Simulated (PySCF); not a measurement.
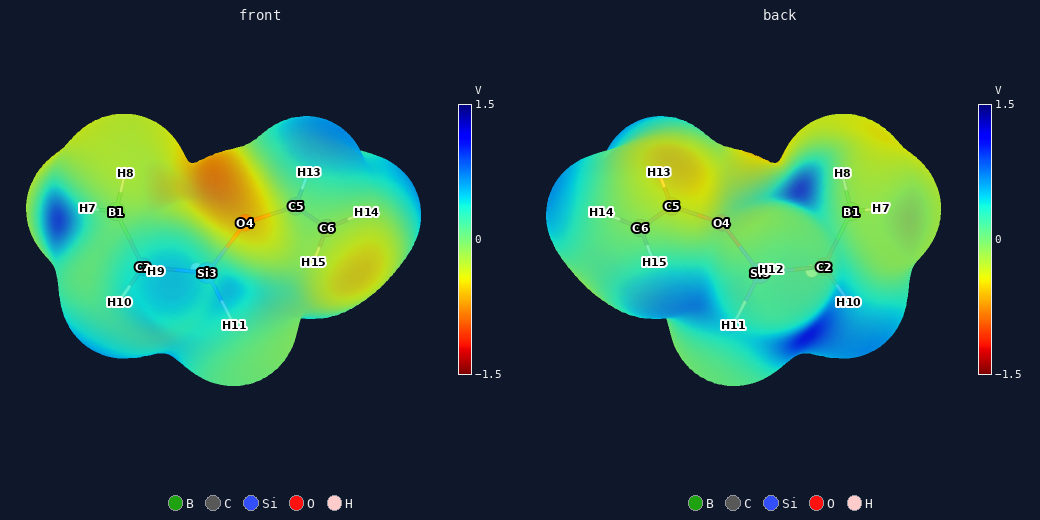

Figure 1: C$_{3}$H$_{9}$BOSi (SMILES BC[SiH2]OC=C). The molecular electrostatic potential painted on the density surface at 0.001 e/bohr³, seen from the front and from behind; the colour scale runs from red (negative) to blue (positive).

Geometry: GFN2-xTB.

The calculation used PBE0/pcSseg-1, SCF density, gas phase, non-relativistic (PySCF 2.14.0).

The calculation's input:

```
{"job": {"kind": "nmr", "xc": "PBE0", "basis": "pcSseg-1"}, "charge": 0, "multiplicity": 1}
B     -2.585335    -0.394785    -0.242938
C     -1.822856     0.203458     0.961415
Si     0.001233    -0.338341     0.831333
O      0.511882     0.343703    -0.556094
C      1.702924     0.352064    -1.179230
C      2.794588    -0.278928    -0.788159
H     -2.996598    -1.490382    -0.185262
H     -2.733102     0.221180    -1.226947
H     -1.835094     1.291064     1.005777
H     -2.156668    -0.175333     1.925009
H      0.762965     0.190393     1.971150
H      0.164765    -1.795291     0.792263
H      1.679119     0.956280    -2.079282
H      3.702280    -0.213108    -1.357389
H      2.805483    -0.875294     0.106445
```

Command:

```sh
OMP_NUM_THREADS=1 python probes_run.py task.json out
```

Question: Where is the surface potential most negative and most positive?

Answer: The most negative region (about −0.8 V) lies over O4, the most positive (about +1.0 V) over B1 and Si3.
